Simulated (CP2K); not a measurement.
Consider isocyanic acid at its PBE geometry (Å).

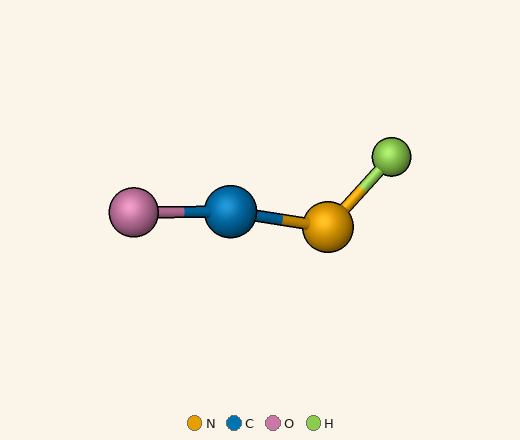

The molecule (nitrogen orange, carbon blue, oxygen pink, hydrogen green).

```xyz
4

N    -0.7136    0.3199    0.0103
C     0.4589    0.0183   -0.1732
O     1.5958   -0.1398   -0.4533
H    -1.3411   -0.1984    0.6162
```

Method: CP2K XAS_TDP, all-electron GAPW, PBEh(45%), aug-cc-pVTZ, TDA, no relativity.

Question: Predict the bright core excitations at the O K edge.

Leading lines: O3 529.25 eV. The leading line of an atom is its first one with 35 % of the strongest within 2.5 eV of its lowest line over the strength cut. 

The first six lines of each atom with a strength over 0.0015:

```csv
atom,energy (eV),states,"strength, one atom"
O3 (bonded to C),529.25,1,0.0363
,530.90,1,0.0325
,531.86,1,0.0061
,533.98,1,0.0039
,534.40,1,0.0085
,535.41,1,0.0029
```

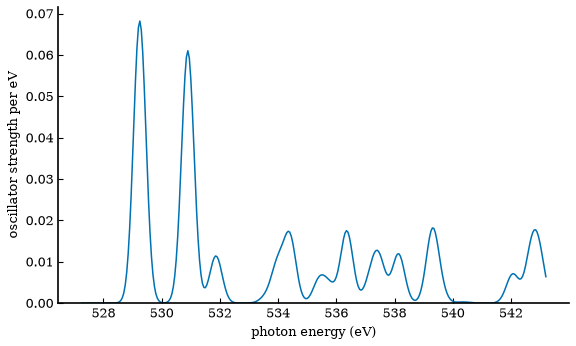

All atoms added, broadened by 0.5 eV.

Lines are vertical, at one geometry, with no vibrational structure. Without a correction of the core level, line positions, and the gaps between valence and Rydberg lines, follow the share of exact exchange. At this level such K lines come out 3 to 6 eV under measured ones. These values hold no scalar relativity, about 0.4 eV for O 1s. Rydberg lines, and the discretised continuum above threshold, depend on the basis and the box.

[Banner, clock and machine lines of the logs are left out without a mark of their own.]

[Logs are printed without paths, hosts, clocks, repeated set-up lines and the standing remarks that a program may print on its own settings, such as how far it seeks lower states.]

[Hosts, paths, dates, database ids (printed as entryN), source tags and the programs' standing remarks are cut or masked in the printed files.]
